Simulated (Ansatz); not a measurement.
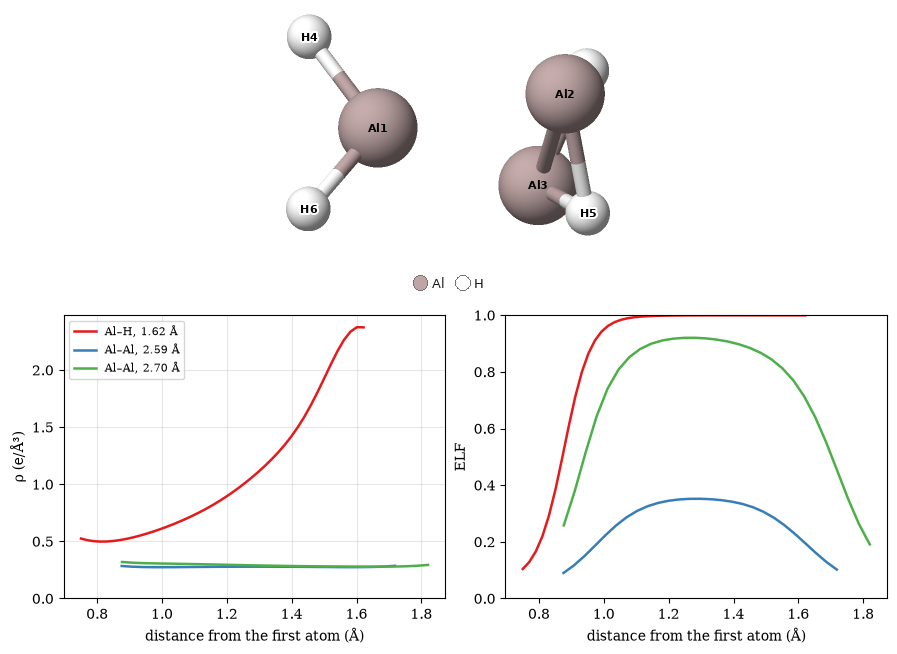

Figure. AlH2···Al2H2 (charge −1). Electron density and ELF along straight lines between neighbouring atoms. The curves leave out the atomic cores. The structure is drawn too.

Geometry: r2SCAN-D4/def2-TZVPD.

The calculation used RKS PBE0-D4/def2-TZVPD in Ansatz.

The calculation's input:

```
crystal:
  periodic: [false, false, false]
  atoms:
    - {symbol: Al, position_ang: [-1.125303, -0.458666, -0.122703]}
    - {symbol: Al, position_ang: [1.404587, -0.615433, 0.798276]}
    - {symbol: Al, position_ang: [0.705090, 1.471163, -0.575191]}
    - {symbol: H, position_ang: [-2.354018, -0.199097, 0.902972]}
    - {symbol: H, position_ang: [1.810273, 0.106847, -0.760404]}
    - {symbol: H, position_ang: [-1.632972, -1.418403, -1.327150]}
    - {symbol: H, position_ang: [1.192334, 1.113588, 1.084180]}
basis:
  gaussian: {orbitals: def2-TZVPD, initial_orbitals: start.molden}
total_charge: -1
hamiltonian: {xc: pbe0, dispersion: d4}
scf: {omitted_lower_state_checks: [starts]}
output: {orbitals: {seedname: orbitals}}
```

Launched as:

```sh
ansatz run in.yaml --threads 4 --pin off --events-out ev --progress --plain --max-ram 3916MiB
```

What can be read from the curves?

Answer. Al–H (1.62 Å): ρ is about 0.5 e/Å³ halfway; the ELF climbs to about 1 towards the hydrogen.
Al–Al (2.59 Å): ρ is about 0.28 e/Å³ halfway; the ELF is about 0.35 at the midpoint.
Al1···Al2 (2.70 Å): the density falls to about 0.28 e/Å³ on the way; the ELF peaks at about 0.90 between the atoms.
